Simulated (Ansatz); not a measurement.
System: a (110) slab cut from Na (Im-3m), 12 atoms in the cell, the slab at its places in the relaxed adsorbed structure.

```
Na
1.0
     7.06321    0.00000    0.00000
    -2.35440    6.65926    0.00000
     0.00000    0.00000   25.98159
Na
12
Direct
  0.25000 0.25000 0.30791
  0.25000 0.75000 0.30791
  0.75000 0.25000 0.30791
  0.75000 0.75000 0.30791
  0.50490 0.49423 0.41898
  0.49890 0.99284 0.42227
  0.00618 0.50017 0.42306
  0.00086 0.00019 0.41828
  0.76035 0.74401 0.52904
  0.74838 0.23906 0.53547
  0.26423 0.74872 0.53981
  0.25065 0.24368 0.52979
```

Ansatz; DFT PBE+D3(BJ), scalar-relativistic, plane waves, PAW, no spin polarisation, 3×3×1 k mesh, 420 eV cutoff.

What does the potential across the slab give for the work function?

The work function is 2.88 eV, the same on both faces. The two vacuum levels agree, so the slab has no net dipole along its normal. The outermost atoms are 6.0 Å apart, which leaves 20.0 Å of vacuum in a cell 26.0 Å high.

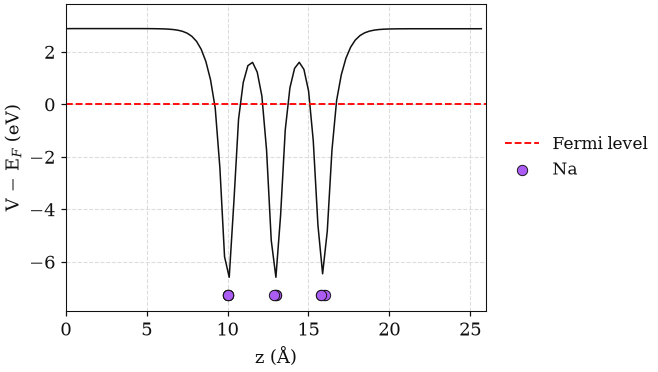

Plane-averaged electrostatic potential energy of an electron across the slab; circles at the bottom mark the heights of the atoms.
